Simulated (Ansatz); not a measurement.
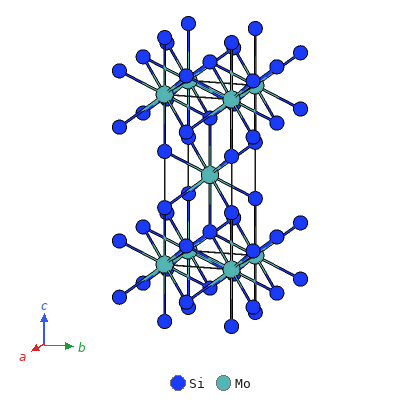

Si2Mo, space group I4/mmm (No. 139), a = 3.179 Å, b = 3.179 Å, c = 7.796 Å, α = 90.00°, β = 90.00°, γ = 90.00°. Origin: the end point of a relaxation with Ansatz 0.2.0, DFT PBE+D3(BJ), scalar-relativistic, plane waves, PAW. Forms under 0.4 % of the area are left out.

Estimate the growth shape by the BFDH rule (face distance proportional to 1/d, absences counted).

Answer. The forms computed, by share of the surface:

```
 form  faces  d (Å)  share of area (%)
{101}      8  2.943               67.1
{002}      2  3.898               28.9
{110}      4  2.248                4.0
```

Widths along a, b and c stand as 1.00 : 1.00 : 0.70.

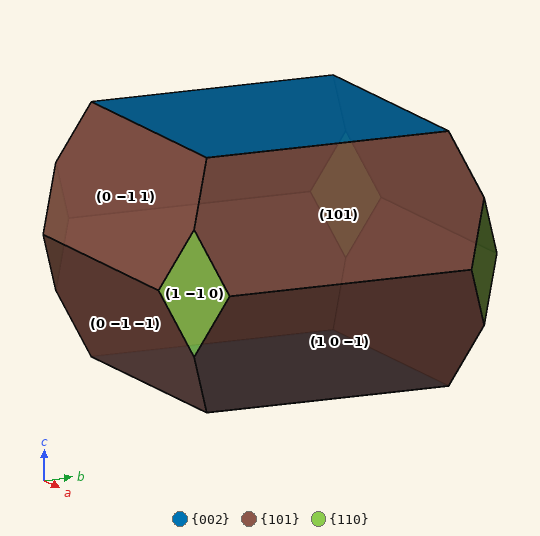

The computed shape, faces indexed. The rule is geometric and ignores bonding and growth conditions.
